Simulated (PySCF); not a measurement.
```xyz
20

C     3.3800   -0.0681    0.4565
C     2.4373    0.6463   -0.1369
C     1.0500    0.7962    0.3674
Si   -0.0714   -0.5108   -0.4822
O     0.5641   -2.0011   -0.2531
O     0.0451   -0.0640   -2.0556
Si   -2.2207   -0.7710    0.2841
C    -3.1053    0.9045    0.4539
H     3.2093   -0.5520    1.4053
H     4.3649   -0.1805    0.0354
H     2.6359    1.1163   -1.0907
H     1.0182    0.6392    1.4456
H     0.6811    1.7976    0.1584
H     1.5108   -2.1347   -0.2645
H    -0.3004   -0.6096   -2.7565
H    -2.2941   -1.4423    1.5904
H    -3.0395   -1.5925   -0.6291
H    -3.1090    1.4496   -0.4859
H    -2.6231    1.5361    1.1947
H    -4.1385    0.7734    0.7598
```

Geometry: GFN2-xTB.

Theory: PBE0/pcSseg-1, SCF density, gas phase, non-relativistic (PySCF).

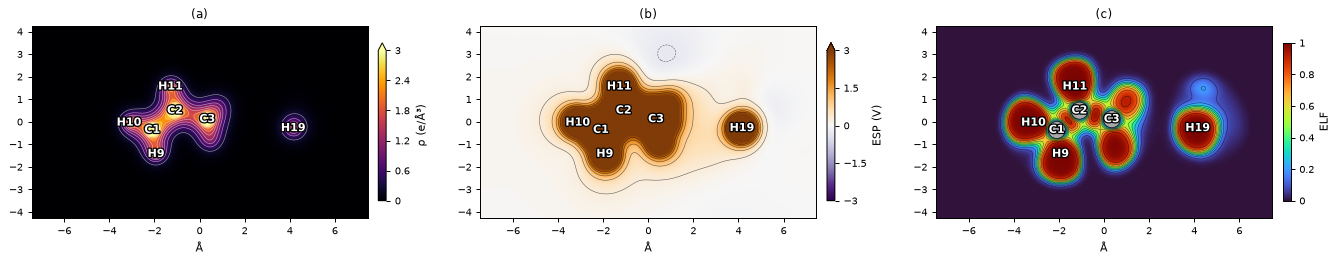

C4H12O2Si2 (SMILES C=CC[Si](O)(O)[SiH2]C). (a) electron density; (b) electrostatic potential; (c) ELF on the plane of atoms C2, C1 and H10. Grey discs cover the atomic cores in the ELF map.

### What do the fields say about this system?

- Atoms in the plane: C and H.
- C–C (1.32 Å): ρ is about 2.3 e/Å³ halfway; the ELF peaks at about 0.90 between the atoms: a multiple bond.
- C–C (1.48 Å): ρ is about 1.7 e/Å³ halfway; the ELF peaks at about 0.95 between the atoms, as expected for a shared electron pair.
- C–H (1.08 Å): the density is about 2 e/Å³ at the midpoint; the ELF climbs to about 1 towards the hydrogen, as it does in any bond to H: an ordinary covalent bond to hydrogen.
- The potential has no marked negative region in this plane.
